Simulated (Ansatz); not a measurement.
## Electronic structure of CH$_{2}$O···GeH$_{4}$ in real space

```xyz
9

C     0.0667    0.0487   -2.1503
O    -0.1861   -0.8819   -1.4424
H     0.0665   -0.0402   -3.2545
H     0.3134    1.0470   -1.7374
Ge   -0.0546   -0.0454    1.7073
H    -1.4865   -0.5108    1.4256
H     0.9365   -1.1966    1.5108
H     0.0352    0.4535    3.1604
H     0.3089    1.1256    0.7806
```

Geometry: PBE0-D4/def2-TZVP.

The calculation used RKS PBE0-D4/def2-TZVPPD in Ansatz 0.2.0.

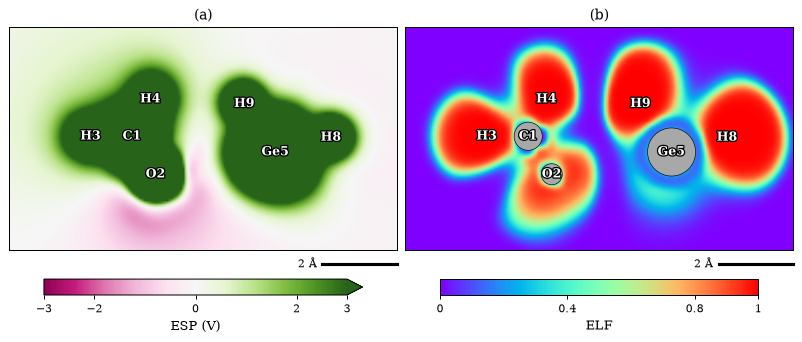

Figure 1. (a) molecular electrostatic potential; (b) electron localisation function on the plane of atoms O2, C1 and H4. Grey discs cover the atomic cores in the ELF map.

What do the fields say about this system?

Answer. Atoms in the plane: C, O, H and Ge. Ge5···O2 (3.26 Å): the ELF dips to about 0 between them (a weak contact between the two molecules). C–O (1.20 Å): the ELF peaks at about 0.85 between the atoms; a short, multiple covalent bond. C–H (1.11 Å): the ELF climbs to about 1 towards the hydrogen, as it does in any bond to H: a covalent bond by its length. Ge–H (1.54 Å): the ELF climbs to about 1 towards the hydrogen. The ELF also peaks beside O2, away from the bonds: lone-pair regions. Outside the dense part of the complex the potential is most negative (−1.5 V) near O2.

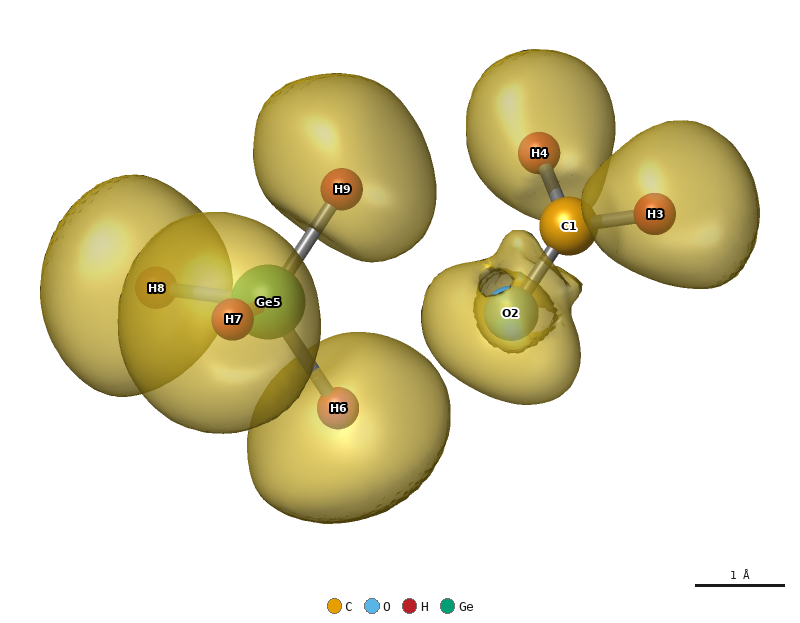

Figure 2. Isosurface of the ELF at 0.75 (yellow), seen at a tilt. Core shells and regions of very low density are left out.

Identify the bonds, lone pairs and shells in this picture.

Answer. The ELF exceeds this value in six regions around hydrogen nuclei and one region on O in which the atom's valence shell and bonds are merged.

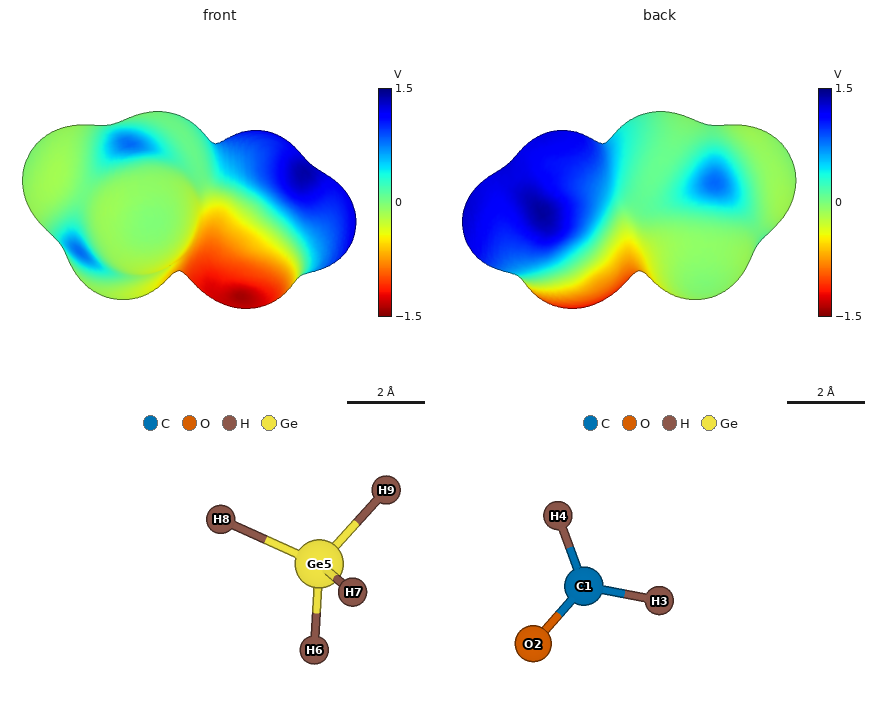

Figure 3. The electrostatic potential painted on the density surface at 0.002 e/bohr³, seen from the front and from behind; red is negative and blue positive. The bare structure is drawn below in the same view.

Which sites attract a positive test charge, and which a negative one?

Answer. A positive charge is drawn to the negative regions and a negative charge to the positive ones. The most negative region (about −1.3 V) lies over O2, the most positive (about +1.4 V) over the π face of C1. O2 is the likeliest acceptor of a hydrogen bond.

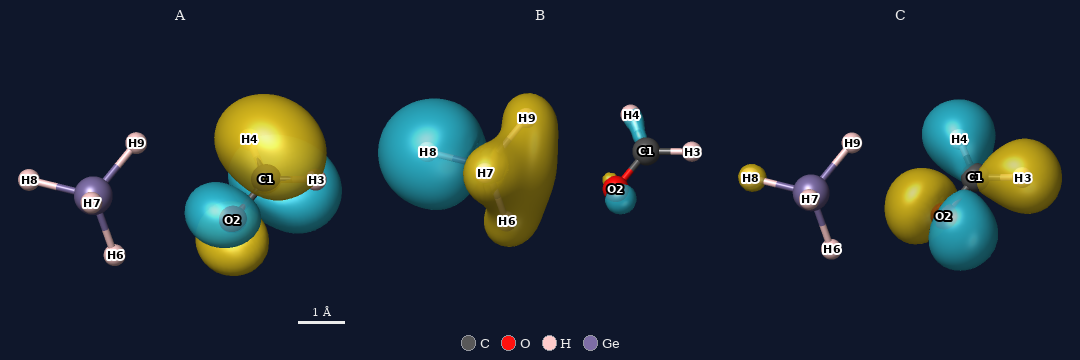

Figure 4. Three frontier orbitals at ±0.1 Å⁻³ᐟ² (yellow and cyan are the two phases), in no order.

Which picture is the HOMO−1, the HOMO and the LUMO?

Answer. B is the HOMO−1 (−9.31 eV). It lies mainly on Ge5 (about 45 %) and H8 (about 35 %). C is the HOMO (−7.98 eV). It lies mainly on O2 (about 60 %), C1 (about 15 %), H3 (about 10 %) and H4 (about 10 %). A is the LUMO (−1.47 eV). Its weight (Hirshfeld) is mainly on C1 (about 50 %), O2 (about 30 %), H3 (about 10 %) and H4 (about 10 %); π-antibonding (π*) across C1–O2.

What is the HOMO–LUMO gap?

Answer. 6.51 eV between the orbital energies.
